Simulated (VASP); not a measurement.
Band structure of MgS (rock salt). Computed with optB88-vdW, VASP's PBE PAW potentials (set 64) (plane waves; VASP).

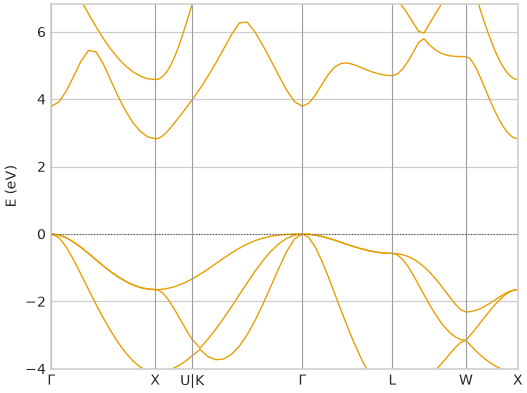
Bands along high-symmetry lines, zero at the valence-band maximum or, without a gap, the Fermi level

Read the plot: is there a gap, and where are the band edges?

The gap is indirect, 2.82 eV, from the valence maximum at Γ to the conduction minimum at X. (Edges off the drawn lines would not show.)

The compound is MgS in the rock salt structure. It was relaxed first.
